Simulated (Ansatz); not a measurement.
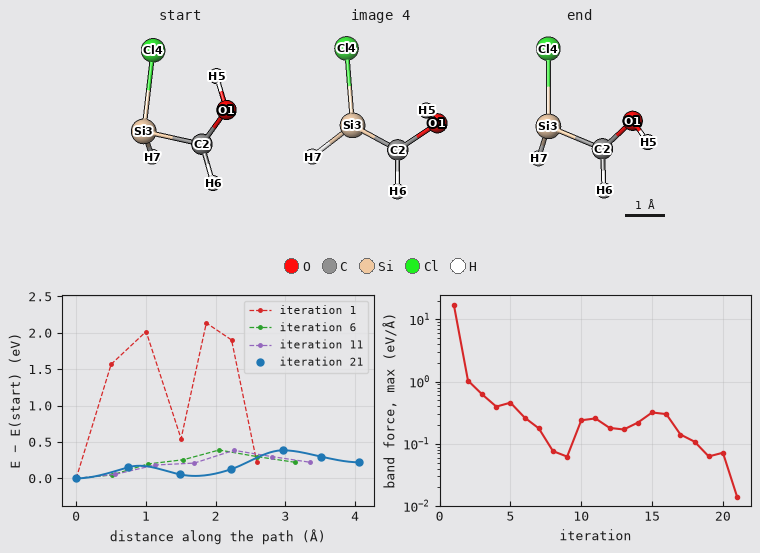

A nudged-elastic-band calculation for CH$_{3}$ClOSi. Images are numbered from 0 (start) to 6 (end). The plot follows the band through its iterations. A ball-and-stick model, seen from a free direction.

Level of theory: RKS B3LYP-D4/cc-pVDZ (Ansatz).

Input file:
```yaml
crystal:
  periodic: [false, false, false]
  atoms:
    - { symbol: O, position_ang: [-0.706398, 1.414175, -0.182957] }
    - { symbol: C, position_ang: [0.135794, 0.657431, 0.5007] }
    - { symbol: Si, position_ang: [0.161816, -1.171196, 0.449558] }
    - { symbol: Cl, position_ang: [-0.735807, -1.472101, -1.497396] }
    - { symbol: H, position_ang: [-1.052661, 0.874957, -0.929437] }
    - { symbol: H, position_ang: [0.581448, 1.225623, 1.33209] }
    - { symbol: H, position_ang: [1.615799, -1.528889, 0.327442] }
basis:
  gaussian: { orbitals: cc-pVDZ }
hamiltonian:
  xc: b3lyp
  dispersion: d4
neb:
  order_check: false
  images: 5
  f_tol: 0.05
  max_iterations: 60
  spring: 20.0
  final_atoms:
    - { symbol: O, position_ang: [-0.86080153, 1.27038591, -0.5018869] }
    - { symbol: C, position_ang: [0.04316495, 0.56452804, 0.20767042] }
    - { symbol: Si, position_ang: [0.21200614, -1.20488186, 0.21676117] }
    - { symbol: Cl, position_ang: [-0.43610308, -2.21161471, -1.509298] }
    - { symbol: H, position_ang: [-1.06760299, 2.10159487, -0.04740023] }
    - { symbol: H, position_ang: [0.50525372, 1.08442639, 1.06417945] }
    - { symbol: H, position_ang: [1.6040738, -1.60443865, 0.5699741] }
  initial_path:
    images:
      - { positions_ang: [[-0.706398, 1.414175, -0.182957], [0.135794, 0.657431, 0.5007], [0.161816, -1.171196, 0.449558], [-0.735807, -1.472101, -1.497396], [-1.052661, 0.874957, -0.929437], [0.581448, 1.225623, 1.33209], [1.615799, -1.528889, 0.327442]] }
      - { positions_ang: [[-0.68497673, 1.45953591, -0.25982093], [0.16089011, 0.67165999, 0.42600972], [0.24020743, -1.12565907, 0.30597477], [-0.6010198, -1.62742618, -1.5414652], [-1.218809, 1.04503529, -0.66806835], [0.5736232, 1.21223457, 1.27987834], [1.53007579, -1.63538053, 0.45749165]] }
      - { positions_ang: [[-0.66355547, 1.50489682, -0.33668485], [0.18598622, 0.68588898, 0.35131943], [0.31859886, -1.08012213, 0.16239155], [-0.46623261, -1.78275135, -1.5855344], [-1.38495701, 1.21511359, -0.4066997], [0.56579841, 1.19884615, 1.22766667], [1.44435259, -1.74187206, 0.58754129]] }
      - { positions_ang: [[-0.6421342, 1.55025773, -0.41354878], [0.21108233, 0.70011797, 0.27662915], [0.39699029, -1.0345852, 0.01880832], [-0.33144541, -1.93807653, -1.6296036], [-1.55110501, 1.38519188, -0.14533105], [0.55797361, 1.18545772, 1.17545501], [1.35862938, -1.84836358, 0.71759094]] }
      - { positions_ang: [[-0.71502331, 1.45696713, -0.44299482], [0.15510987, 0.65492133, 0.25364291], [0.33532891, -1.09135075, 0.0847926], [-0.3663313, -2.02925592, -1.58950173], [-1.38993767, 1.62399288, -0.11268744], [0.54040032, 1.15178061, 1.13836315], [1.44044419, -1.76705527, 0.66838533]] }
      - { positions_ang: [[-0.78791242, 1.36367652, -0.47244086], [0.09913741, 0.60972468, 0.23065666], [0.27366752, -1.14811631, 0.15077688], [-0.40121719, -2.12043532, -1.54939986], [-1.22877033, 1.86279388, -0.08004384], [0.52282702, 1.1181035, 1.1012713], [1.52225899, -1.68574696, 0.61917971]] }
      - { positions_ang: [[-0.86080153, 1.27038591, -0.5018869], [0.04316495, 0.56452804, 0.20767042], [0.21200614, -1.20488186, 0.21676117], [-0.43610308, -2.21161471, -1.509298], [-1.06760299, 2.10159487, -0.04740023], [0.50525372, 1.08442639, 1.06417945], [1.6040738, -1.60443865, 0.5699741]] }
```

Run as
```bash
ansatz run input.yaml --threads 1 --pin off --max-ram 2048MiB --backend cpu --events-out ev --progress --plain --runs-dir out
```

**Judge this run.**

The run is converged, with reservations. The band converged in 21 iterations. The largest component of the band force went from 17 to 0.014 eV/Å. The climbing image converged on the top of the path. Its curvatures weren't checked. The first iteration put the highest image at 2.14 eV. Forward barrier 0.39 eV, backward barrier 0.17 eV, with image 4 at the top; the reaction energy is +0.22 eV. The profile has 2 maxima (images 1, 4) with a dip at image 2 (+0.06 eV), so the process runs in steps.

The run took roughly 5 core-minutes on a shared host.
